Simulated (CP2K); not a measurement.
# Two attempts at BH3BrO− (SMILES O[BH2-]Br)

Wanted: energy and gradient of BH3BrO−, PM6.

The calculation is run with CP2K 2026.2.

2 further runs of the same task are left out: 1 that didn't finish, 1 set aside as unsound or not needed.

## (1) The system as given

BH3BrO− has 6 atoms, charge -1, and is taken as a singlet. As SMILES, `O[BH2-]Br`. Geometry: relaxed at GFN2-xTB. This is one conformer, not always the lowest.

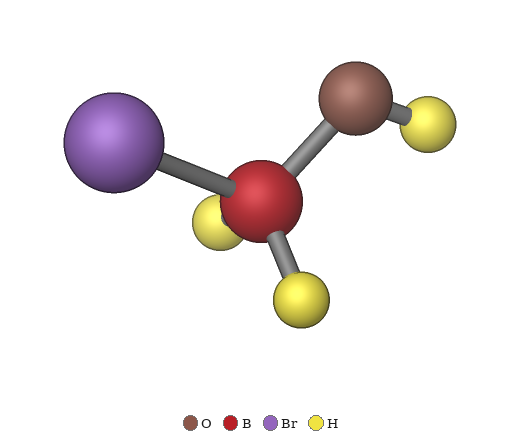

Viewed from a chosen angle; oxygen brown, boron red, bromine purple, hydrogen yellow.

## (2) Try one

gas.inp

```
&global
 project gas
 run_type ENERGY_FORCE
 print_level MEDIUM
&end global

&force_eval
 method QUICKSTEP
 &dft
  charge -1
  &qs
   method PM6
   eps_default 1.0E-10
   &se
    &coulomb
     cutoff [angstrom] 50
     rc_range [angstrom] 0
    &end coulomb
    &exchange
     cutoff [angstrom] 50
     rc_range [angstrom] 0
    &end exchange
   &end se
  &end qs
  &poisson
   periodic NONE
   poisson_solver ANALYTIC
  &end poisson
  &scf
   scf_guess ATOMIC
   eps_scf 1.0E-07
   max_scf 78
   &diagonalization
    algorithm STANDARD
   &end diagonalization
   &mixing
    method DIRECT_P_MIXING
    alpha 0.4
   &end mixing
  &end scf
  &print
   &moments
    periodic F
    reference COM
    max_moment 1
   &end moments
   &mo ON
    energies T
    occupation_numbers T
    ndigits 6
    &each
     qs_scf 0
    &end each
    add_last NUMERIC
   &end mo
   &hirshfeld OFF
   &end hirshfeld
  &end print
 &end dft
 &subsys
  &cell
   abc 13.8 11.8 12.3
   periodic NONE
  &end cell
  &coord
   O     -1.731858    -1.384130    -0.282873
   B      0.428061     0.328132     0.066499
   Br     2.866450    -1.456280     2.365843
   H     -2.944439    -0.569923    -1.339041
   H      1.550464     0.766473    -1.918318
   H     -0.168677     2.315727     1.107890
  &end coord
  &topology
   &center_coordinates
   &end center_coordinates
  &end topology
 &end subsys
 &print
  &forces ON
  &end forces
 &end print
&end force_eval
```

Launch:

```console
$ OMP_NUM_THREADS=1 cp2k.psmp -i gas.inp > gas.out 2>&1
```

The log of the run:

```text
CP2K| version string:                                       CP2K version 2026.2
[...]
 GLOBAL| Method name                                                        CP2K
[...]
 GLOBAL| Run type                                                   ENERGY_FORCE
[...]
                             - Atoms:                                          6
[...]
                             - Spherical basis functions:                     20
[...]
 Number of electrons:                                                         20
[...]
     1 P_Mix/Diag. 0.40E+00    0.0     1.08592392       -19.3232306093 -1.93E+01
[...]
    49 DIIS/Diag.  0.37E-07    0.0     0.00000010       -21.9753468755  0.00E+00
  *** SCF run converged in    49 steps ***
  Core-core repulsion energy [eV]:                            448.58838164620215
  Core Hamiltonian energy [eV]:                             -1017.50980233494215
  Two-electron integral energy [eV]:                          -58.11635704524605
  Electronic energy [eV]:                                   -1046.56798085756509
  Total energy [eV]:                                         -597.97959921136294
  Atomic reference energy [eV]:                               613.77053915453018
  Heat of formation [kcal/mol]:                               364.14775472141207
[...]
 SE_DIPOLE| Moment [Debye]         -1.11104098      -6.97913152       2.89356573
 SE_DIPOLE| Derivative [a.u.]       0.00000000       0.00000000       0.00000000
 ENERGY| Total FORCE_EVAL ( QS ) energy [hartree]            -21.975346875542563
 FORCES| Atomic forces [hartree/bohr]
 FORCES|   Atom     x               y               z               |f|
 FORCES|      1 -6.14360574E-02  8.42755997E-02 -7.44637004E-02   1.28146824E-01
 FORCES|      2 -1.47210445E-02  2.53105214E-02 -2.12764329E-02   3.61941742E-02
 FORCES|      3 -3.06853555E-03  5.77543096E-03 -4.69916227E-03   8.05317572E-03
 FORCES|      4  8.97106668E-02 -5.93222555E-02  7.77145052E-02   1.32690158E-01
 FORCES|      5 -2.25149423E-02 -1.24555959E-02  4.17697703E-02   4.90589259E-02
 FORCES|      6  1.20299129E-02 -4.35837006E-02 -1.90449799E-02   4.90608706E-02
 FORCES| Sum     1.31838984E-16 -2.22044605E-16 -5.55111512E-17
 FORCES| Total atomic force                                       2.64134080E-16
[...]
```

Run time: 0.94 s. Hardware: 1 thread of Intel Xeon 6975P-C (Granite Rapids), shared host; peak memory 0.18 GiB.

## (3) What went wrong

It ran to the end. The result can't be trusted all the same.

What is wrong: numbers in bohr are read as ångström, which stretches the molecule by 1.89. As the program read them, the closest atoms are 1.80 Å apart, against 0.95 Å in the sound input.

## (4) Second attempt

calc.inp

```
&GLOBAL
   PROJECT calc
   RUN_TYPE ENERGY_FORCE
   PRINT_LEVEL MEDIUM
&END GLOBAL

&FORCE_EVAL
   METHOD Quickstep
   &DFT
      CHARGE -1
      MULTIPLICITY 1
      &QS
         METHOD PM6
         EPS_DEFAULT 1.0E-10
         &SE
            &COULOMB
               CUTOFF [angstrom] 50
               RC_RANGE [angstrom] 0
            &END COULOMB
            &EXCHANGE
               CUTOFF [angstrom] 50
               RC_RANGE [angstrom] 0
            &END EXCHANGE
         &END SE
      &END QS
      &POISSON
         PERIODIC NONE
         POISSON_SOLVER ANALYTIC
      &END POISSON
      &SCF
         SCF_GUESS ATOMIC
         EPS_SCF 1.0E-07
         MAX_SCF 80
         &DIAGONALIZATION
            ALGORITHM STANDARD
         &END DIAGONALIZATION
         &MIXING
            METHOD DIRECT_P_MIXING
            ALPHA 0.4
         &END MIXING
      &END SCF
      &PRINT
         &MOMENTS
            PERIODIC F
            REFERENCE COM
            MAX_MOMENT 1
         &END MOMENTS
         &MO ON
            ENERGIES T
            OCCUPATION_NUMBERS T
            NDIGITS 6
            &EACH
               QS_SCF 0
            &END EACH
            ADD_LAST NUMERIC
         &END MO
         &HIRSHFELD OFF
         &END HIRSHFELD
      &END PRINT
   &END DFT
   &SUBSYS
      &CELL
         ABC [angstrom] 11.1 10 10.3
         PERIODIC NONE
      &END CELL
      &COORD
         O     -0.916460    -0.732450    -0.149690
         B      0.226520     0.173640     0.035190
         Br     1.516860    -0.770630     1.251950
         H     -1.558130    -0.301590    -0.708590
         H      0.820470     0.405600    -1.015130
         H     -0.089260     1.225430     0.586270
      &END COORD
      &TOPOLOGY
         &CENTER_COORDINATES
         &END CENTER_COORDINATES
      &END TOPOLOGY
   &END SUBSYS
   &PRINT
      &FORCES ON
      &END FORCES
   &END PRINT
&END FORCE_EVAL
```

Launch:

```console
$ OMP_NUM_THREADS=1 cp2k.psmp -i calc.inp > calc.out 2>&1
```

The log of the run:

```text
CP2K| version string:                                       CP2K version 2026.2
[...]
 GLOBAL| Method name                                                        CP2K
[...]
 GLOBAL| Run type                                                   ENERGY_FORCE
[...]
                             - Atoms:                                          6
[...]
                             - Spherical basis functions:                     20
[...]
 Number of electrons:                                                         20
[...]
     1 P_Mix/Diag. 0.40E+00    0.0     0.67413746       -18.5955745262 -1.86E+01
[...]
    17 DIIS/Diag.  0.45E-07    0.0     0.00000008       -22.7655363823 -1.85E-13
  *** SCF run converged in    17 steps ***
  Core-core repulsion energy [eV]:                            743.97415754354722
  Core Hamiltonian energy [eV]:                             -1021.67401639534830
  Two-electron integral energy [eV]:                         -683.56378069491166
  Electronic energy [eV]:                                   -1363.45590674280402
  Total energy [eV]:                                         -619.48174919925691
  Atomic reference energy [eV]:                               613.77053915453018
  Heat of formation [kcal/mol]:                              -131.70364284929605
[...]
 SE_DIPOLE| Moment [Debye]         -1.64568810       0.02084691      -0.98989532
 SE_DIPOLE| Derivative [a.u.]       0.00000000       0.00000000       0.00000000
 ENERGY| Total FORCE_EVAL ( QS ) energy [hartree]            -22.765536382303452
 FORCES| Atomic forces [hartree/bohr]
 FORCES|   Atom     x               y               z               |f|
 FORCES|      1 -9.82139459E-03  1.43018524E-03 -6.39991711E-03   1.18094945E-02
 FORCES|      2 -1.16851586E-03  3.59436400E-02 -1.89639710E-02   4.06564002E-02
 FORCES|      3  1.26952926E-02 -8.07339511E-03  1.13474149E-02   1.88444684E-02
 FORCES|      4  3.77685758E-03 -4.05332929E-03  4.21257159E-03   6.95987722E-03
 FORCES|      5 -7.01934461E-03 -8.84800862E-03  1.24544868E-02   1.68128729E-02
 FORCES|      6  1.53710488E-03 -1.63990922E-02 -2.65058523E-03   1.66828810E-02
 FORCES| Sum     1.66533454E-16 -1.80411242E-16 -2.22044605E-16
 FORCES| Total atomic force                                       3.31036877E-16
[...]
```

Wall time 0.86 s (1 thread of Intel Xeon 6975P-C (Granite Rapids), shared host); peak memory 0.19 GiB.

## (5) What came out

At PM6:

```
                                 quantity            value
                             total energy     -22.76554 Eh
                              HOMO energy         -3.96 eV
heat of formation at this unrelaxed shape  -131.7 kcal/mol
                 largest force on an atom       2.091 eV/Å
```

In words: The first attempt's energy was +21.502 eV off this one. The largest force is 2.09 eV/Å: the shape isn't a stationary point for this species at this level.
